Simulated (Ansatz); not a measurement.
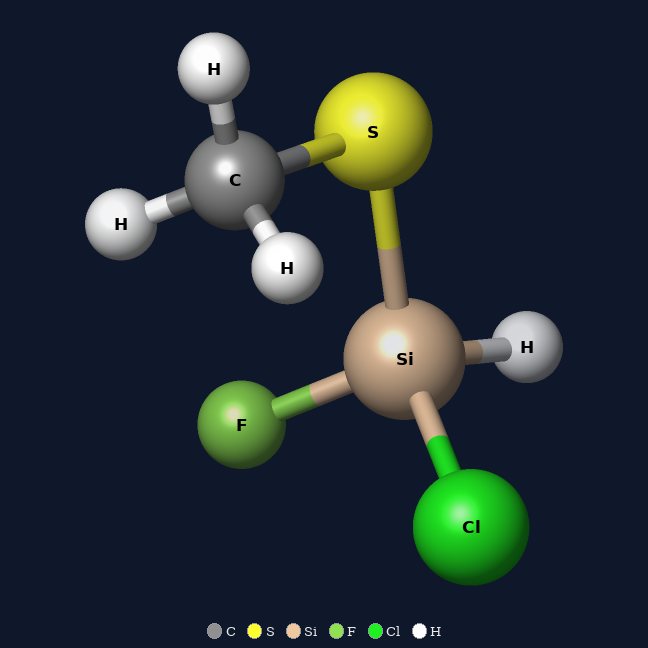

Ball-and-stick drawing of a structure. Every bond is drawn as one stick, whatever its order.

> Count the atoms of each element.

CH₄ClFSSi, 9 atoms: 1 carbon, 4 hydrogen, 1 chlorine, 1 fluorine, 1 sulfur and 1 silicon.

> Name some functional groups or characteristic bonds that it holds.

Among them: Si–H bond.

More results for the same structure follow; atom numbers are the same in all pictures, views and colours differ. Computed geometry: PBE0-D4/def2-TZVP optimisation.

## Symmetry

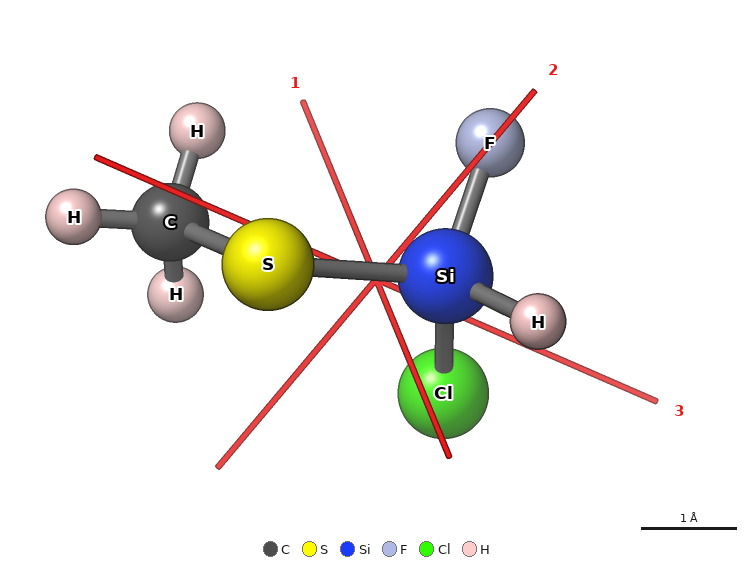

The three principal axes of inertia are drawn and numbered. Depth is shown by fading: the farther an atom, the more it takes the colour of the background. Masses are those of the most abundant isotopes; constants are for the rigid equilibrium geometry.

> Which line is the a axis (least moment of inertia), which b and which c?

a is line 3, b is line 2, c is line 1; the moments are 156, 287, 348 u Å².

> What kind of rotor is it, and what are its rotational constants in cm⁻¹?

An asymmetric top (C1): A = 0.108, B = 0.0587, C = 0.0484 cm⁻¹. Ray's parameter κ is −0.65, nearer the prolate limit.

## Vibrations

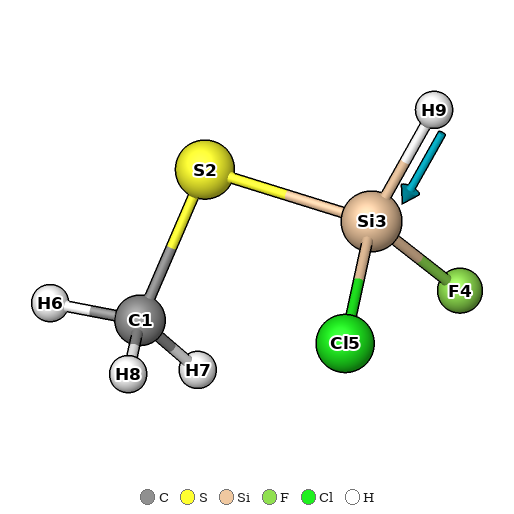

The arrows show one normal mode. Harmonic vibrations computed with RKS PBE0-D4/def2-TZVP (Ansatz 0.2.0) at a stationary point of the same level.

> What kind of motion is it?

Mostly Si–H stretching.

> At what wavenumber does it lie?

2294 cm⁻¹; it is mode 18 of 21 counted from the lowest.

## Charges

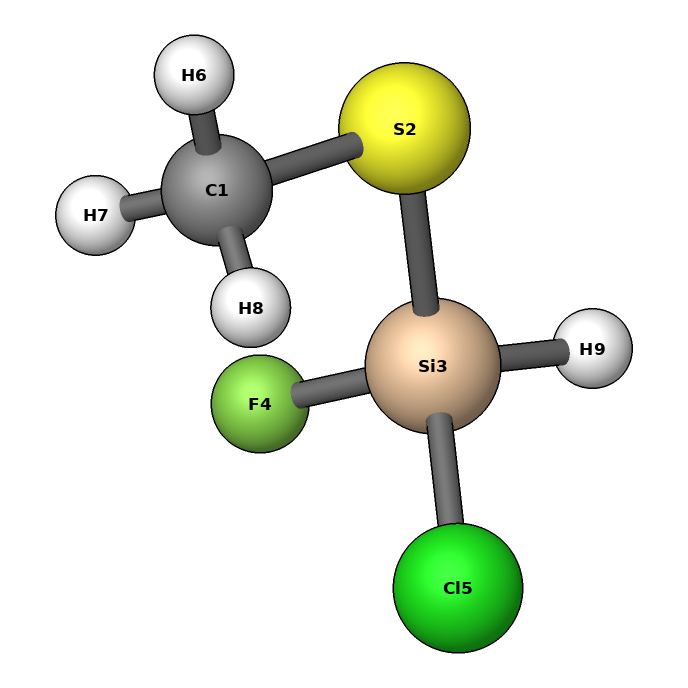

The questions are on Mulliken charges. Properties computed with RKS ωB97M-V/def2-TZVPP (Ansatz 0.2.0).

List the Mulliken charges.

| atom | value (e) |
| --- | --- |
| C1 | −0.35 |
| S2 | −0.15 |
| Si3 | 0.56 |
| F4 | −0.29 |
| Cl5 | −0.20 |
| H6 | 0.14 |
| H7 | 0.16 |
| H8 | 0.15 |
| H9 | −0.02 |

## Levels of theory compared

Program: Ansatz 0.2.0.

Tabulate HOMO–LUMO gap (eV), dipole (D), HOMO energy (eV) at these levels: B3LYP-D4/def2-TZVPP; PBE-D4/def2-TZVPP; r2SCAN-D4/def2-TZVPP; ωB97M-V/def2-TZVPP.

```csv
level,HOMO–LUMO gap (eV),dipole (D),HOMO energy (eV)
B3LYP-D4/def2-TZVPP,6.81,1.35,−7.31
PBE-D4/def2-TZVPP,5.10,1.37,−6.32
r2SCAN-D4/def2-TZVPP,5.67,1.39,−6.59
ωB97M-V/def2-TZVPP,11.40,1.32,−9.75
```

Mulliken values depend strongly on the basis set and can even reverse the polarity of a bond.
